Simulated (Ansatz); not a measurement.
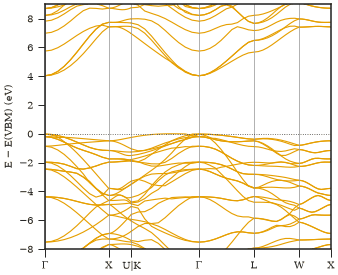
Figure: Band structure from r²SCAN (plane waves, PAW; program Ansatz)

Task: Read off the gap and where the band edges lie.

Result: About 4.0 eV (4.03 eV by a search for the band edges); maximum on the K–Γ line, 60 % of the way from K, minimum at Γ.

The material is Si3N4 in space group Fd-3m (No. 227; Si on 16c, Si on 8b, N on 32e).

The cell was relaxed with r²SCAN under the symmetry of its start; phonons on a q-mesh show no instability.

Potentials: the later of the program's two PAW sets.
